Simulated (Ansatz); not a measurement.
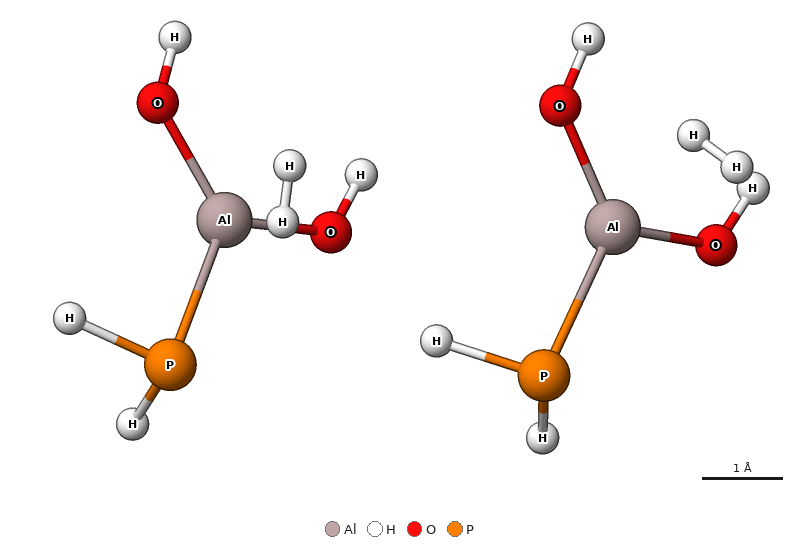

Two geometries of AlPH₆O₂, drawn at one scale. One is the start of a relaxation, the other its converged end. A ball-and-stick model, seen from a free direction.

Theory: Ansatz, RKS PBE0-D4/6-31G*. (no spin polarisation; force threshold 0.03 eV/Å; at most 50 steps)

Which of the two is the end point?

Answer. The right one is the relaxed one. The run prepares an end point of a later path (reaction) calculation, from a guessed geometry. After 13 accepted moves (14 points after the start) the energy has fallen by 12.4 kJ/mol. Largest force component: 1.5 eV/Å at the start, 0.027 eV/Å at the end. The line search rejected the trial step at point 3 of the run. The largest move after the best rigid fit is that of an H atom, 1.01 Å. Largest moves by element: H 1.01 Å, P 0.37 Å, O 0.24 Å, Al 0.16 Å. Some distances before and after: H–H 0.711 → 0.746 Å, Al–P 2.289 → 2.310 Å. Groups turn about Al–P by about 25°. Cost: 62 s on 1 thread of Arm Neoverse V1 (shared host), peak memory 0.16 GiB.

Limits of the set-up: the start holds two separate molecules, 2.6 Å apart at their closest, whose relative position is a soft coordinate.
